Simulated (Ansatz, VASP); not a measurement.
# CuI (Marshite): VASP beside Ansatz, part 2 of 2

One calculation is typed for both programs; each brings its own data sets. How far apart do they land?  Valence electrons are named where the data sets of a main pair hold unlike numbers.

VASP 6.6.1 and Ansatz 0.2.0.

So far: Set-up; Ansatz: band structure, HSE06; VASP: band structure, HSE06.

The database entry behind the starting cell differs from later determinations by our own check (about 0.15 % long (mineral sample)), so it need not match the best structure at ambient conditions.

### 4. Comparison

Known differences besides the potentials themselves: exact exchange at q = 0 is treated differently, which shows on coarse meshes; VASP keeps PBE cores, Ansatz makes them for the functional; the data sets hold 36 valence electrons in Ansatz (on its default PAW (the set named soft_2) files) and 18 in VASP; the cutoff is 420 eV in Ansatz and 400 eV in VASP; VASP takes a coarser grid for exact exchange (PRECFOCK = Fast). Total energies have different zeros and are not compared.

Both answers:

| quantity | Ansatz | VASP | difference |
| --- | --- | --- | --- |
| gap over the path points (eV) | 2.664 | 2.610 | +0.054 |

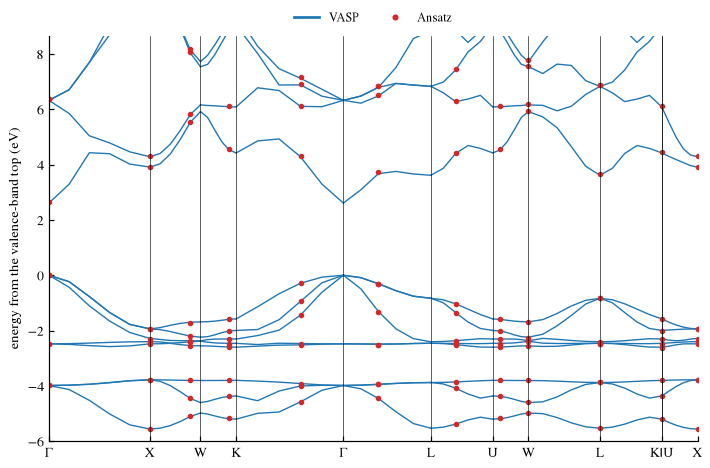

Bands from VASP (lines) and levels from Ansatz (dots). Dots without a line are higher empty bands that the VASP plot leaves out.

Levels at points of the path, from each program's valence-band top (eV; 4 filled, then empty):

| k (reciprocal lattice) | Ansatz | VASP |
| --- | --- | --- |
| 0.000 0.000 0.000 | -2.50 0.00 0.00 0.00 2.66 6.36 6.36 | -2.48 0.00 0.00 0.00 2.61 6.32 6.32 |
| 0.500 0.000 0.500 | -2.42 -2.30 -1.95 -1.95 3.92 4.30 10.89 | -2.40 -2.28 -1.94 -1.94 3.91 4.28 10.89 |
| 0.500 0.200 0.700 | -2.42 -2.38 -2.21 -1.71 5.55 5.84 8.07 | -2.41 -2.37 -2.20 -1.70 5.53 5.81 8.03 |
| 0.400 0.350 0.750 | -2.48 -2.32 -2.03 -1.60 4.55 6.12 8.90 | -2.46 -2.31 -2.02 -1.59 4.53 6.09 8.86 |
| 0.150 0.150 0.300 | -2.48 -1.45 -0.95 -0.29 4.33 6.14 6.93 | -2.47 -1.44 -0.94 -0.29 4.28 6.11 6.88 |
| 0.200 0.200 0.200 | -2.50 -1.31 -0.31 -0.31 3.72 6.51 6.83 | -2.49 -1.31 -0.31 -0.31 3.67 6.48 6.79 |
| 0.550 0.400 0.550 | -2.48 -2.38 -1.35 -1.03 4.44 6.30 7.46 | -2.47 -2.37 -1.35 -1.03 4.40 6.28 7.42 |
| 0.600 0.250 0.650 | -2.48 -2.32 -2.03 -1.60 4.55 6.12 8.90 | -2.46 -2.31 -2.02 -1.59 4.53 6.09 8.86 |
| 0.500 0.250 0.750 | -2.39 -2.38 -2.25 -1.70 5.93 6.19 7.58 | -2.38 -2.37 -2.24 -1.69 5.91 6.16 7.54 |
| 0.500 0.500 0.500 | -2.47 -2.42 -0.83 -0.83 3.65 6.87 6.87 | -2.46 -2.40 -0.83 -0.83 3.61 6.83 6.83 |

Among the levels compared at these points, filled levels agree within 15 meV and empty ones within 54 meV.

### 5. Ansatz: band structure, PBE0

Levels along a path test the potential and the projectors away from the mesh points.

The input, input.yaml:

```yaml
crystal:
  lattice:
    - [0.0, 3.0315, 3.0315]
    - [3.0315, 0.0, 3.0315]
    - [3.0315, 3.0315, 0.0]
  atoms:
    - { symbol: Cu, position: [0.25, 0.25, 0.25] }
    - { symbol: I, position: [0.0, 0.0, 0.0] }
hamiltonian:
  xc: pbe0
  pseudopotentials: { kind: paw }
kpoints:
  mp_grid: { grid: [4, 4, 4] }
  band_path:
    path:
      - [0.0, 0.0, 0.0]
      - [0.5, 0.0, 0.5]
      - [0.5, 0.2, 0.7]
      - [0.4, 0.35, 0.75]
      - [0.15, 0.15, 0.3]
      - [0.2, 0.2, 0.2]
      - [0.55, 0.4, 0.55]
      - [0.6, 0.25, 0.65]
      - [0.5, 0.25, 0.75]
      - [0.5, 0.5, 0.5]
      - [0.375, 0.375, 0.75]
      - [0.5, 0.0, 0.5]
    npoints: 1
scf:
  occupations: { method: gaussian, width: 0.02 }
  n_extra_bands: 7
output:
  forces: true
  stress: true
  eigenvalues: true
  write_density: true
  write_potential: true
  elf: true
  volumetric_format: npy
```

Command:

```sh
$ ansatz run input.yaml --threads 4 --pin off --max-ram 9216MiB --backend cpu --events-out ev --progress --plain --runs-dir out
```

Numbers of over 12 decimals in the logs are rounded to 6 here.

Output:

```text
[...]
Crystal: 2 atoms, lattice volume = 55.719 Å³
Basis set: ecut = 420 eV, 1067 PW (Γ), exchange–correlation on 60×60×60 points (8 copies of the dense FFT grid, shifted against one another)
Bands: 25, of which v1, the nominal top of the filled ones, is band 18 counted from 1 (17 counted from 0)
Symmetry: 24 space group operations
[...]
k-points: 8 of 64 (time reversal used)
[...]
--- Band table (eV; the first three rows and the last of 8) ---
  k-point 0: bands = [... 14 lower, 4.2658, 6.8096, 6.8096, 6.8096, 10.1376, 13.8725, 13.8725, 13.8725, ... 3 higher]
  k-point 1: bands = [... 14 lower, 4.2560, 5.1093, 6.3688, 6.3688, 11.2923, 14.4554, 14.4554, 14.4674, ... 3 higher]
  k-point 2: bands = [... 14 lower, 4.2881, 4.3404, 5.9608, 5.9608, 11.1422, 14.3818, 14.3818, 16.3339, ... 3 higher]
  k-point 7: bands = [... 14 lower, 4.3680, 4.3770, 4.5093, 5.0789, 13.4309, 13.7209, 15.0970, 15.2726, ... 3 higher]
[key lines of the parts left out:]
Free energy (F): -14141.642136 eV
Fermi energy:    8.473650 eV
P = ⅓ Tr σ = 0.6966 GPa (6.966 kbar)
```

Wall time 19 s (4 threads of Arm Neoverse V2, shared host); peak memory 0.8 GiB.

### 6. VASP: band structure, PBE0

The same cell, functional, mesh and smearing now go to VASP, with its own data sets.

The run reads the wave functions of an earlier VASP run, which isn't shown here.

The input, INCAR:

```
SYSTEM = CuI
PREC = Accurate
ENCUT = 400
EDIFF = 1E-06
NELM = 100
ISMEAR = 0
SIGMA = 0.02
LREAL = .FALSE.
ALGO = Normal
LHFCALC = .TRUE.
AEXX = 0.25
GGA = PE
LASPH = .TRUE.
NBANDS = 15
PRECFOCK = Fast
HFRCUT = -1
LORBIT = 11
LWAVE = .FALSE.
LCHARG = .FALSE.
KPAR = 4
```

The input, POSCAR:

```
CuI
1.0
    0.0000000000      3.0315000000      3.0315000000
    3.0315000000      0.0000000000      3.0315000000
    3.0315000000      3.0315000000      0.0000000000
Cu I
1 1
Direct
    0.2500000000      0.2500000000      0.2500000000
    0.0000000000      0.0000000000      0.0000000000
```

The input, KPOINTS:

```
Automatic mesh
0
Gamma
4 4 4
0 0 0
```

The input, KPOINTS_OPT:

```
Line mode
6
Line-mode
Reciprocal
  0.00000000   0.00000000   0.00000000 GAMMA
  0.50000000   0.00000000   0.50000000 X

  0.50000000   0.00000000   0.50000000 X
  0.50000000   0.25000000   0.75000000 W

  0.50000000   0.25000000   0.75000000 W
  0.37500000   0.37500000   0.75000000 K

  0.37500000   0.37500000   0.75000000 K
  0.00000000   0.00000000   0.00000000 GAMMA

  0.00000000   0.00000000   0.00000000 GAMMA
  0.50000000   0.50000000   0.50000000 L

  0.50000000   0.50000000   0.50000000 L
  0.62500000   0.25000000   0.62500000 U

  0.62500000   0.25000000   0.62500000 U
  0.50000000   0.25000000   0.75000000 W

  0.50000000   0.25000000   0.75000000 W
  0.50000000   0.50000000   0.50000000 L

  0.50000000   0.50000000   0.50000000 L
  0.37500000   0.37500000   0.75000000 K

  0.62500000   0.25000000   0.62500000 U
  0.50000000   0.00000000   0.50000000 X
```

PAW data sets: Cu and I (PBE family, release 64).

Command:

```sh
$ mpirun -np 4 vasp_std
```

Output:

```text
[banner, memory and clock lines left out]
running    4 mpi-ranks, on    1 nodes
[...]
LDA part: xc-table for (Slater+PW92), standard interpolation
 found WAVECAR, reading the header
 POSCAR, INCAR and KPOINTS ok, starting setup
[...]
HFRCUT set to (new)   9.477592
 reading WAVECAR
 the WAVECAR file was read successfully
 initial charge from wavefunction
 entering main loop
       N       E                     dE             d eps       ncg     rms          rms(c)
DAV:   1    -0.701097037713E+01   -0.70110E+01   -0.66031E-01   345   0.317E+01    0.273E+00
DAV:   2    -0.695520966676E+01    0.55761E-01   -0.50780E-01   296   0.258E+01    0.273E+00
DAV:   3    -0.696821748741E+01   -0.13008E-01   -0.40214E-02   283   0.168E+00    0.189E+00
DAV:   4    -0.696654563267E+01    0.16719E-02   -0.77338E-03   296   0.340E+00    0.111E+00
DAV:   5    -0.696667570102E+01   -0.13007E-03   -0.87628E-04   357   0.328E-01    0.714E-01
DAV:   6    -0.696661533266E+01    0.60368E-04   -0.19868E-04   324   0.502E-01    0.426E-01
[...]
DAV:   8    -0.696660276032E+01    0.37786E-05   -0.52082E-06   303   0.632E-02    0.140E-01
DAV:   9    -0.696660180710E+01    0.95322E-06   -0.99094E-07   204   0.213E-02
   1 F= -.69666018E+01 E0= -.69666018E+01  d E =-.175274E-32
 Start KPOINTS_OPT (optional k-point list driver)
k-point batch [1-8\60]
       N       E                     dE             ncg
DAV:   1     0.852075383786E+03   -0.18468E+04      240
DAV:   2    -0.630656549662E+02   -0.91514E+03      240
DAV:   3    -0.129577027480E+03   -0.66511E+02      331
DAV:   4    -0.131825825479E+03   -0.22488E+01      318
DAV:   5    -0.131907863837E+03   -0.82038E-01      394
DAV:   6    -0.131908837224E+03   -0.97339E-03      353
DAV:   7    -0.131908850813E+03   -0.13589E-04      379
DAV:   8    -0.131908851013E+03   -0.20021E-06      274
[...]
k-point batch [57-60\60]
       N       E                     dE             ncg
DAV:   1     0.250024213740E+04   -0.17546E+04      120
DAV:   2     0.206681661655E+04   -0.43343E+03      120
DAV:   3     0.203738115391E+04   -0.29435E+02      176
DAV:   4     0.203650635997E+04   -0.87479E+00      162
DAV:   5     0.203646996848E+04   -0.36391E-01      201
DAV:   6     0.203646952465E+04   -0.44383E-03      169
DAV:   7     0.203646951835E+04   -0.62987E-05      208
DAV:   8     0.203646951826E+04   -0.89470E-07      144
```

Parts of OUTCAR (step 6):

```text
 POSITION                                       TOTAL-FORCE (eV/Angst)
 -----------------------------------------------------------------------------------
      1.51575      1.51575      1.51575        -0.000000      0.000000     -0.000000
      0.00000      0.00000      0.00000         0.000000     -0.000000      0.000000
 -----------------------------------------------------------------------------------
    total drift:                               -0.000548     -0.000410     -0.000308

  FREE ENERGIE OF THE ION-ELECTRON SYSTEM (eV)
  ---------------------------------------------------
  free  energy   TOTEN  =        -6.9666018071 eV

  energy  without entropy=       -6.9666018071  energy(sigma->0) =       -6.96660181

[... 2 parts as in an earlier step ...]

[... 1 further part left out ...]
[key lines of the parts left out:]
E-fermi :   3.2722
```

### 7. Comparison

What differs besides the data sets and the points named for the pairs above, as far as they apply: the data sets hold 36 valence electrons in Ansatz (on its default PAW (the set named soft_2) files) and 18 in VASP. Total energies have different zeros and are not compared.

The two programs side by side:

| quantity | Ansatz | VASP | difference |
| --- | --- | --- | --- |
| gap over the path points (eV) | 3.328 | 3.287 | +0.041 |

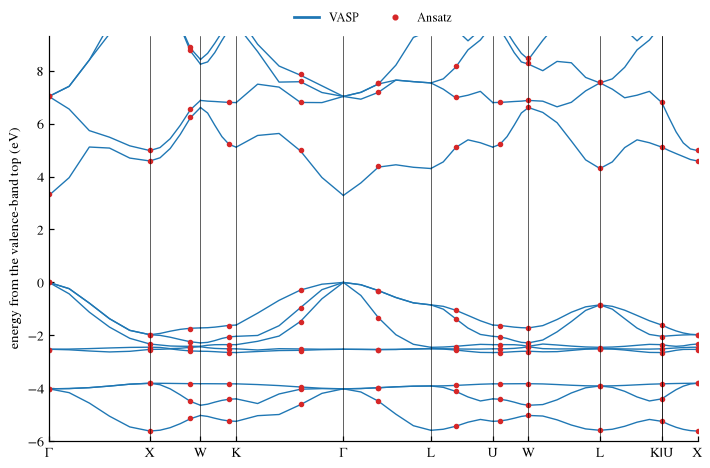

Bands from VASP (lines) and levels from Ansatz (dots). Dots without a line are higher empty bands that the VASP plot leaves out.

Levels at points of the path, from each program's valence-band top (eV; 4 filled, then empty):

| k (reciprocal lattice) | Ansatz | VASP |
| --- | --- | --- |
| 0.000 0.000 0.000 | -2.54 0.00 0.00 0.00 3.33 7.06 7.06 | -2.53 0.00 0.00 0.00 3.29 7.03 7.03 |
| 0.500 0.000 0.500 | -2.46 -2.34 -1.98 -1.98 4.60 5.00 11.61 | -2.45 -2.33 -1.98 -1.98 4.59 4.98 11.62 |
| 0.500 0.200 0.700 | -2.46 -2.43 -2.26 -1.74 6.24 6.56 8.78 | -2.45 -2.41 -2.24 -1.73 6.22 6.53 8.74 |
| 0.400 0.350 0.750 | -2.52 -2.37 -2.07 -1.63 5.23 6.83 9.61 | -2.51 -2.35 -2.06 -1.62 5.22 6.80 9.57 |
| 0.150 0.150 0.300 | -2.53 -1.48 -0.96 -0.29 5.01 6.83 7.63 | -2.51 -1.47 -0.95 -0.29 4.97 6.80 7.58 |
| 0.200 0.200 0.200 | -2.55 -1.34 -0.31 -0.31 4.39 7.21 7.54 | -2.54 -1.33 -0.31 -0.31 4.36 7.18 7.50 |
| 0.550 0.400 0.550 | -2.53 -2.43 -1.38 -1.05 5.12 7.00 8.17 | -2.51 -2.42 -1.37 -1.05 5.09 6.98 8.13 |
| 0.600 0.250 0.650 | -2.52 -2.37 -2.07 -1.63 5.23 6.83 9.61 | -2.51 -2.35 -2.06 -1.62 5.22 6.80 9.57 |
| 0.500 0.250 0.750 | -2.44 -2.43 -2.30 -1.73 6.62 6.91 8.29 | -2.43 -2.42 -2.28 -1.72 6.61 6.88 8.25 |
| 0.500 0.500 0.500 | -2.52 -2.47 -0.85 -0.85 4.33 7.57 7.57 | -2.50 -2.45 -0.85 -0.85 4.30 7.54 7.54 |

Among the levels compared at these points, filled levels agree within 18 meV and empty ones within 42 meV.

### 8. What came out

```yaml
largest_difference_of_a_filled_level_at_the_path_points_band_structure_hse06: 15 meV
difference_in_gap_over_the_path_points_band_structure_hse06: 0.054 eV
largest_difference_of_a_filled_level_at_the_path_points_band_structure_pbe0: 18 meV
difference_in_gap_over_the_path_points_band_structure_pbe0: 0.041 eV
```

**Reading.** The difference in gap over the path points is 0.054 eV (band structure, HSE06), within the 0.08 eV picked in this series as the mark of a large difference. The data sets hold unlike numbers of valence electrons (36 in Ansatz and 18 in VASP), so part of the differences comes from the potentials. Such differences can come from data sets, numerical settings and the points named under the comparisons, not from the functional's error against experiment.

[Lines on the potential files, build, host, timing and source positions are cut from VASP's logs without a mark.]

[Logs are printed without paths, hosts, clocks, repeated set-up lines and the standing remarks that a program may print on its own settings, such as how far it seeks lower states.]

[Hosts, paths, dates, database ids (printed as entryN), source tags and the programs' standing remarks are cut or masked in the printed files.]
